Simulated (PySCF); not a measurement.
C₃H₈N₂SSi (SMILES C#CCS[SiH](N)N)

```xyz
15

C     3.1204    0.7195    0.1242
C     2.3983   -0.2066   -0.1102
C     1.4837   -1.2710   -0.4227
S     0.0528   -0.6787   -1.4213
Si   -1.0139    0.4485    0.0687
N    -2.0414    1.4921   -0.8198
N    -1.8377   -0.7172    1.0388
H     3.7744    1.5115    0.3357
H     1.9718   -2.0242   -1.0428
H     1.1008   -1.7373    0.4862
H    -0.0633    1.2876    0.7925
H    -2.7872    1.9695   -0.3455
H    -2.3174    1.2406   -1.7538
H    -1.4233   -1.6105    1.2475
H    -2.4224   -0.4157    1.8004
```

Geometry: GFN2-xTB.

The calculation used PBE0/pcSseg-1, SCF density, gas phase, non-relativistic (PySCF 2.14.0).

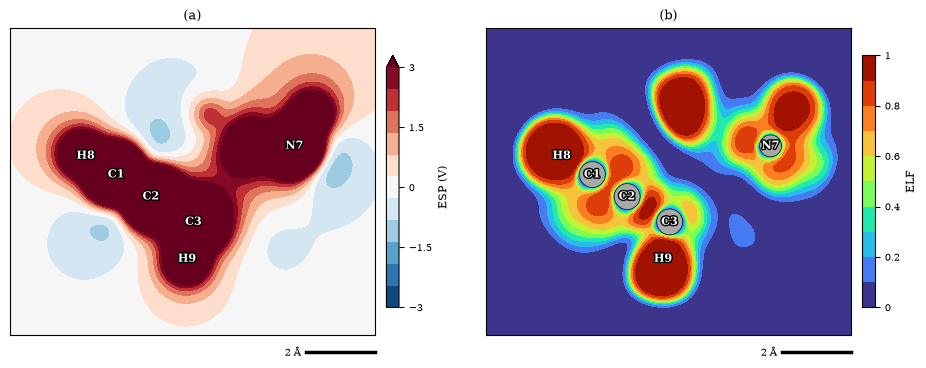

Figure 1. (a) molecular electrostatic potential; (b) electron localisation function on the plane of atoms C2, C3 and H9. Grey discs cover the atomic cores in the ELF map.

Question: What do the fields say about this system?

Answer: The plane passes through C, N and H nuclei.
C–C (1.20 Å): the ELF peaks at about 0.85 between the atoms: a multiple bond.
C–H (1.05 Å): the ELF climbs to about 1 towards the hydrogen, as it does in any bond to H; an ordinary covalent bond to hydrogen.
Outside the dense part of the molecule the potential is most negative (−1.1 V) near N7.

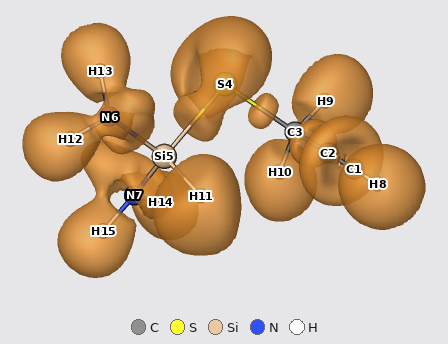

Figure 2. Isosurface of the ELF at 0.8 (orange), seen from one side. Core shells and regions of very low density are left out.

Question: Where are the electrons localised?

Answer: The surface consists of two regions between bonded C–C atoms (shared pairs), one region between bonded C–S atoms (shared pairs), four regions around hydrogen nuclei, one region on S in which the atom's valence shell and bonds are merged and two joined regions spread over several atoms (H, N), in which their bonds and any lone pairs are merged. Along the contacts the grid gives the following. Si–N (1.71 Å): the ELF peaks at about 0.90 between the atoms (a shared but strongly polarised pair).

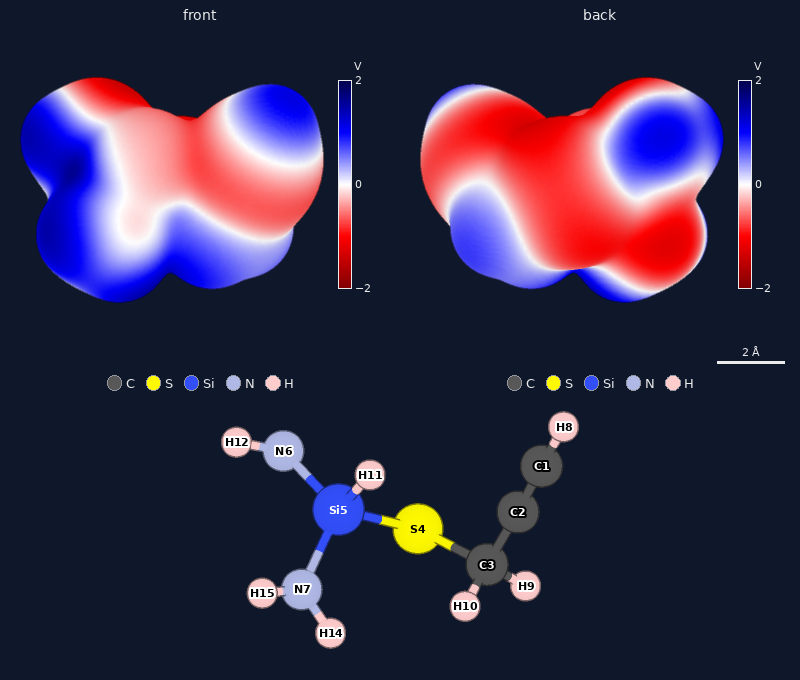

Figure 3. The molecular electrostatic potential painted on the density surface at 0.001 e/bohr³, seen from the front and from behind; red is negative and blue positive. The bare structure is drawn below in the same view.

Question: Describe the electrostatic potential map.

Answer: The most negative region (about −1.3 V, or −30 kcal/mol for a unit charge) lies over N6, the most positive (about +1.5 V, or +35 kcal/mol for a unit charge) over Si5, H12, H14 and H15. N6 is the likeliest acceptor of a hydrogen bond.

Question: What dipole moment does the calculation give?

Answer: Its dipole moment is 2.63 D.
